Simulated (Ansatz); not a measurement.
## Geometry relaxation of Ge3H7ClO (part 2 of 2)

Continued. System: Ge3H7ClO. Method: RKS PBE0-D4/def2-TZVP (Ansatz 0.2.0). 

Geometry of the input (Å):
```
Ge -0.9287  0.3265  0.3423
Ge -0.0016  1.2923  -1.6848
Ge -3.3306  -0.0328  0.5348
O  -0.0429  -1.1989  0.6107
Cl -0.4231  1.6426  2.0068
H  0.0376  0.2233  -2.7849
H  1.4035  1.8319  -1.4015
H  -0.9277  2.4393  -2.1168
H  -3.6127  -0.7614  1.8574
H  -3.8238  -0.8912  -0.6403
H  -4.0494  1.3226  0.5220
H  -0.2270  -1.5888  1.4698
```

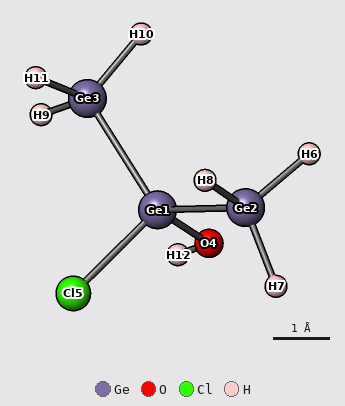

The geometry at step 12 of the log (ball-and-stick view, seen at a tilt; atoms are numbered from 1 in the order of the input).

## Trajectory as extended XYZ, continued
```
12
Properties=species:S:1:pos:R:3:forces:R:3 step=6 energy=-184214.72055
Ge   -0.9438    0.3303    0.3361    0.0102   0.0047   0.0351
Ge   -0.0009    1.2902   -1.6814    0.0130   0.0176  -0.0376
Ge   -3.3397   -0.0538    0.5354   -0.0107  -0.0113  -0.0048
O    -0.0182   -1.1647    0.6156    0.0117  -0.0121  -0.0046
Cl   -0.4737    1.6924    1.9774   -0.0005  -0.0104   0.0037
H    -0.0522    0.2577   -2.8179   -0.0020   0.0170   0.0168
H     1.4482    1.7079   -1.3998   -0.0236  -0.0109  -0.0089
H    -0.8391    2.5195   -2.0673    0.0182  -0.0221   0.0075
H    -3.6137   -0.7725    1.8653    0.0001   0.0005   0.0004
H    -3.8295   -0.9277   -0.6300   -0.0019   0.0006   0.0010
H    -4.0705    1.2951    0.5122   -0.0007  -0.0007  -0.0015
H    -0.1934   -1.5690    1.4698   -0.0139   0.0271  -0.0070
12
Properties=species:S:1:pos:R:3:forces:R:3 step=7 energy=-184214.72106
Ge   -0.9457    0.3332    0.3360   -0.0163   0.0287   0.0236
Ge   -0.0004    1.2927   -1.6840    0.0215   0.0128  -0.0134
Ge   -3.3427   -0.0605    0.5335    0.0054  -0.0095  -0.0127
O    -0.0163   -1.1576    0.6195    0.0238  -0.0274  -0.0074
Cl   -0.4839    1.6926    1.9823    0.0002  -0.0082  -0.0058
H    -0.0863    0.2703   -2.8278   -0.0033   0.0176   0.0167
H     1.4624    1.6699   -1.4117   -0.0374  -0.0107  -0.0110
H    -0.8100    2.5461   -2.0531    0.0175  -0.0292   0.0110
H    -3.6151   -0.7759    1.8655    0.0011   0.0036  -0.0004
H    -3.8291   -0.9400   -0.6292    0.0021   0.0005   0.0021
H    -4.0792    1.2853    0.5033   -0.0004   0.0005   0.0022
H    -0.1801   -1.5507    1.4811   -0.0142   0.0214  -0.0050
12
Properties=species:S:1:pos:R:3:forces:R:3 step=8 energy=-184214.72140
Ge   -0.9469    0.3373    0.3376   -0.0134   0.0320   0.0186
Ge    0.0010    1.2934   -1.6833    0.0139   0.0135  -0.0147
Ge   -3.3431   -0.0658    0.5308    0.0079  -0.0016  -0.0154
O    -0.0148   -1.1511    0.6231    0.0275  -0.0369  -0.0007
Cl   -0.4904    1.6951    1.9865   -0.0003  -0.0046  -0.0078
H    -0.1188    0.2815   -2.8337   -0.0016   0.0188   0.0199
H     1.4746    1.6404   -1.4278   -0.0444  -0.0120  -0.0052
H    -0.7898    2.5641   -2.0333    0.0188  -0.0253   0.0062
H    -3.6176   -0.7752    1.8656    0.0039   0.0023  -0.0017
H    -3.8210   -0.9530   -0.6298    0.0006   0.0021   0.0041
H    -4.0843    1.2772    0.4920   -0.0023  -0.0017   0.0004
H    -0.1753   -1.5387    1.4877   -0.0108   0.0134  -0.0038
12
Properties=species:S:1:pos:R:3:forces:R:3 step=9 energy=-184214.72132 accepted=F
Ge   -0.9429    0.3468    0.3466   -0.0467   0.0350  -0.0138
Ge   -0.0070    1.2973   -1.6820    0.0572   0.0111  -0.0288
Ge   -3.3375   -0.0740    0.5185    0.0036   0.0025   0.0155
O    -0.0095   -1.1400    0.6361    0.0235  -0.0232  -0.0007
Cl   -0.4965    1.7027    1.9990   -0.0029  -0.0067  -0.0191
H    -0.1941    0.3054   -2.8438    0.0059   0.0387   0.0484
H     1.4867    1.5735   -1.4491   -0.0644  -0.0067  -0.0244
H    -0.7463    2.6071   -2.0035    0.0217  -0.0473   0.0207
H    -3.6076   -0.7706    1.8610   -0.0110  -0.0034  -0.0013
H    -3.8005   -0.9804   -0.6334    0.0099   0.0068   0.0056
H    -4.0967    1.2589    0.4634    0.0055  -0.0062  -0.0027
H    -0.1745   -1.5214    1.5026   -0.0023  -0.0005   0.0006
12
Properties=species:S:1:pos:R:3:forces:R:3 step=10 energy=-184214.72184
Ge   -0.9440    0.3427    0.3436   -0.0075   0.0204   0.0071
Ge   -0.0023    1.2951   -1.6808    0.0122   0.0052  -0.0201
Ge   -3.3388   -0.0690    0.5261   -0.0050  -0.0006  -0.0060
O    -0.0102   -1.1452    0.6297    0.0126  -0.0196   0.0007
Cl   -0.4905    1.6997    1.9928   -0.0009  -0.0001  -0.0041
H    -0.1565    0.2913   -2.8338    0.0002   0.0137   0.0153
H     1.4798    1.6126   -1.4441   -0.0242  -0.0080  -0.0003
H    -0.7715    2.5815   -2.0169    0.0069  -0.0137   0.0068
H    -3.6179   -0.7732    1.8626    0.0036   0.0009  -0.0002
H    -3.8051   -0.9647   -0.6323    0.0019   0.0002   0.0009
H    -4.0898    1.2684    0.4764    0.0031  -0.0014   0.0003
H    -0.1796   -1.5338    1.4922   -0.0030   0.0030  -0.0005
12
Properties=species:S:1:pos:R:3:forces:R:3 step=11 energy=-184214.72190
Ge   -0.9418    0.3489    0.3481   -0.0089  -0.0137  -0.0106
Ge   -0.0061    1.2954   -1.6811    0.0038  -0.0005   0.0031
Ge   -3.3349   -0.0735    0.5204    0.0098   0.0089   0.0030
O    -0.0075   -1.1393    0.6368    0.0025  -0.0022   0.0085
Cl   -0.4925    1.7072    1.9960    0.0006   0.0047  -0.0021
H    -0.1958    0.3039   -2.8395    0.0025   0.0173   0.0157
H     1.4839    1.5784   -1.4552   -0.0129   0.0022  -0.0118
H    -0.7570    2.5987   -1.9913    0.0133  -0.0075  -0.0056
H    -3.6144   -0.7709    1.8604   -0.0061   0.0012  -0.0035
H    -3.7873   -0.9787   -0.6362   -0.0032   0.0029   0.0042
H    -4.0889    1.2619    0.4585   -0.0059  -0.0087   0.0008
H    -0.1840   -1.5266    1.4986    0.0045  -0.0044  -0.0019
12
Properties=species:S:1:pos:R:3:forces:R:3 step=12 energy=-184214.72205
Ge   -0.9418    0.3479    0.3485    0.0011  -0.0024  -0.0059
Ge   -0.0055    1.2967   -1.6795    0.0058  -0.0007  -0.0110
Ge   -3.3352   -0.0743    0.5201   -0.0023   0.0001   0.0021
O    -0.0051   -1.1387    0.6394   -0.0067   0.0040   0.0026
Cl   -0.4934    1.7078    1.9953   -0.0010   0.0052   0.0017
H    -0.2041    0.3084   -2.8387    0.0021   0.0100   0.0091
H     1.4870    1.5726   -1.4624   -0.0104  -0.0020  -0.0014
H    -0.7474    2.6047   -1.9902    0.0048  -0.0074   0.0036
H    -3.6169   -0.7710    1.8600   -0.0007  -0.0006  -0.0006
H    -3.7871   -0.9811   -0.6353   -0.0002   0.0009   0.0015
H    -4.0948    1.2578    0.4570    0.0033  -0.0023  -0.0005
H    -0.1822   -1.5255    1.5012    0.0043  -0.0047  -0.0011
12
Properties=species:S:1:pos:R:3:forces:R:3 step=13 energy=-184214.72207
Ge   -0.9423    0.3475    0.3480    0.0005  -0.0052  -0.0044
Ge   -0.0050    1.2964   -1.6797    0.0047   0.0031  -0.0091
Ge   -3.3355   -0.0752    0.5206   -0.0035   0.0009   0.0006
O    -0.0055   -1.1389    0.6393   -0.0039   0.0042   0.0032
Cl   -0.4946    1.7088    1.9941   -0.0008   0.0028  -0.0003
H    -0.2037    0.3109   -2.8408    0.0002   0.0045   0.0070
H     1.4874    1.5712   -1.4624   -0.0065  -0.0024   0.0006
H    -0.7454    2.6054   -1.9889    0.0022  -0.0044   0.0032
H    -3.6182   -0.7712    1.8606    0.0014   0.0003   0.0003
H    -3.7891   -0.9822   -0.6340    0.0016   0.0006   0.0002
H    -4.0938    1.2574    0.4567    0.0010  -0.0006   0.0001
H    -0.1806   -1.5247    1.5019    0.0031  -0.0038  -0.0013
12
Properties=species:S:1:pos:R:3:forces:R:3 step=14 energy=-184214.72210
Ge   -0.9432    0.3469    0.3469    0.0025  -0.0032  -0.0030
Ge   -0.0046    1.2963   -1.6801   -0.0001   0.0029   0.0010
Ge   -3.3363   -0.0765    0.5207    0.0004  -0.0018  -0.0006
O    -0.0044   -1.1380    0.6399   -0.0046   0.0050   0.0034
Cl   -0.4976    1.7117    1.9910   -0.0002   0.0007   0.0000
H    -0.2084    0.3151   -2.8432   -0.0006  -0.0012  -0.0010
H     1.4886    1.5643   -1.4626    0.0005  -0.0013   0.0006
H    -0.7400    2.6090   -1.9839   -0.0003  -0.0002   0.0005
H    -3.6183   -0.7710    1.8616    0.0008   0.0006   0.0004
H    -3.7895   -0.9849   -0.6329    0.0003  -0.0002  -0.0002
H    -4.0945    1.2559    0.4551   -0.0003   0.0012   0.0005
H    -0.1782   -1.5234    1.5030    0.0017  -0.0023  -0.0018
12
Properties=species:S:1:pos:R:3:forces:R:3 step=15 energy=-184214.72212
Ge   -0.9433    0.3473    0.3465    0.0033  -0.0057   0.0003
Ge   -0.0046    1.2969   -1.6802   -0.0017   0.0010   0.0042
Ge   -3.3359   -0.0787    0.5198    0.0012  -0.0009  -0.0005
O    -0.0032   -1.1363    0.6425   -0.0050   0.0070   0.0013
Cl   -0.5003    1.7152    1.9888   -0.0002   0.0003   0.0004
H    -0.2185    0.3212   -2.8459   -0.0007  -0.0029  -0.0038
H     1.4909    1.5535   -1.4659    0.0032   0.0002   0.0002
H    -0.7322    2.6155   -1.9767   -0.0005   0.0009  -0.0002
H    -3.6176   -0.7707    1.8621    0.0007   0.0001   0.0004
H    -3.7877   -0.9897   -0.6321   -0.0001  -0.0003  -0.0002
H    -4.0952    1.2530    0.4515   -0.0015   0.0014   0.0001
H    -0.1788   -1.5218    1.5052    0.0013  -0.0012  -0.0021
12
Properties=species:S:1:pos:R:3:forces:R:3 step=16 energy=-184214.72213
Ge   -0.9435    0.3480    0.3466    0.0048  -0.0044  -0.0011
Ge   -0.0044    1.2970   -1.6801   -0.0014   0.0013   0.0029
Ge   -3.3358   -0.0799    0.5192    0.0010  -0.0014   0.0003
O    -0.0018   -1.1343    0.6440   -0.0065   0.0067   0.0020
Cl   -0.5029    1.7179    1.9879   -0.0003  -0.0005   0.0001
H    -0.2259    0.3256   -2.8481   -0.0008  -0.0023  -0.0022
H     1.4929    1.5452   -1.4686    0.0023   0.0006   0.0002
H    -0.7261    2.6200   -1.9713    0.0002   0.0008  -0.0008
H    -3.6165   -0.7701    1.8626   -0.0004  -0.0003   0.0004
H    -3.7862   -0.9935   -0.6313    0.0000  -0.0002   0.0000
H    -4.0969    1.2506    0.4487   -0.0003   0.0009   0.0001
H    -0.1792   -1.5211    1.5058    0.0015  -0.0012  -0.0019
12
Properties=species:S:1:pos:R:3:forces:R:3 step=17 energy=-184214.72213
Ge   -0.9435    0.3485    0.3466    0.0023  -0.0030   0.0004
Ge   -0.0043    1.2974   -1.6800   -0.0004   0.0002   0.0005
Ge   -3.3356   -0.0805    0.5192    0.0006  -0.0003  -0.0004
O    -0.0018   -1.1336    0.6444   -0.0042   0.0052   0.0014
Cl   -0.5039    1.7189    1.9879    0.0003  -0.0004   0.0002
H    -0.2288    0.3267   -2.8482    0.0001  -0.0004  -0.0007
H     1.4938    1.5426   -1.4697    0.0005   0.0001   0.0000
H    -0.7235    2.6220   -1.9704    0.0002  -0.0003  -0.0001
H    -3.6162   -0.7701    1.8630   -0.0001   0.0000   0.0001
H    -3.7852   -0.9950   -0.6309   -0.0004   0.0000   0.0001
H    -4.0973    1.2496    0.4479   -0.0004  -0.0001   0.0001
H    -0.1802   -1.5211    1.5056    0.0014  -0.0009  -0.0015
12
Properties=species:S:1:pos:R:3:forces:R:3 step=18 energy=-184214.72213
Ge   -0.9437    0.3489    0.3466    0.0010  -0.0011  -0.0002
Ge   -0.0041    1.2975   -1.6800    0.0004  -0.0001  -0.0005
Ge   -3.3356   -0.0806    0.5193   -0.0005   0.0004   0.0002
O    -0.0019   -1.1330    0.6441   -0.0022   0.0022   0.0011
Cl   -0.5040    1.7188    1.9883   -0.0001  -0.0004  -0.0004
H    -0.2282    0.3263   -2.8480    0.0002   0.0005   0.0005
H     1.4940    1.5428   -1.4694   -0.0004  -0.0002  -0.0001
H    -0.7232    2.6220   -1.9712    0.0001  -0.0004   0.0001
H    -3.6159   -0.7702    1.8632    0.0001   0.0000   0.0001
H    -3.7857   -0.9952   -0.6305    0.0004   0.0001  -0.0001
H    -4.0976    1.2494    0.4482   -0.0001  -0.0002   0.0000
H    -0.1805   -1.5214    1.5048    0.0010  -0.0008  -0.0009
```

## Key numbers

```json
{"quantity": "outcome", "value": "converged"}
{"quantity": "total energy", "value": "−184214.7222 eV"}
{"quantity": "mean-field energy", "value": "−184214.4254 eV"}
{"quantity": "dispersion energy", "value": "−0.2968 eV"}
{"quantity": "SCF solution under orbital rotations", "value": "stable"}
{"quantity": "largest force (length of the vector) at the end", "value": "0.003 eV/Å"}
{"quantity": "dipole moment", "value": "1.74 D"}
{"quantity": "hardware", "value": "4 CPU threads, shared host"}
{"quantity": "wall time", "value": "88 s (CPU time 1.7 min)"}
{"quantity": "peak memory", "value": "1.1 GiB"}
```
